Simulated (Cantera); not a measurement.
Charge: 1 mol HMDSO, 27 mol O₂, 4.2 mol N₂, equilibrated at 30000 Pa.

Method: chemical equilibrium by Gibbs-energy minimisation in Cantera with the NASA 1993 tables (ideal gas, pure condensed phases). Candidate condensed phases: C, C₆H₆, C₇H₈, C₈H₁₈, H₂O, Si, SiC, SiO₂, Si₂N₂O, Si₃N₄; 151 gas species. The feed counts by its element totals alone. The numbers say what is thermodynamically allowed, not how fast it happens.

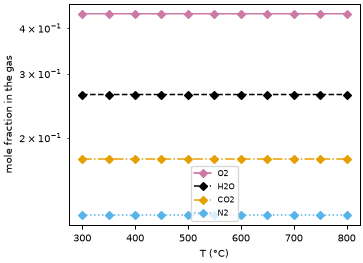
*Equilibrium gas composition (values under 1e-9 drawn at 1e-9)*

From 300 °C to 550 °C the condensed part is SiO₂(α-quartz). From 600 °C to 800 °C the condensed part is SiO₂(β-quartz).
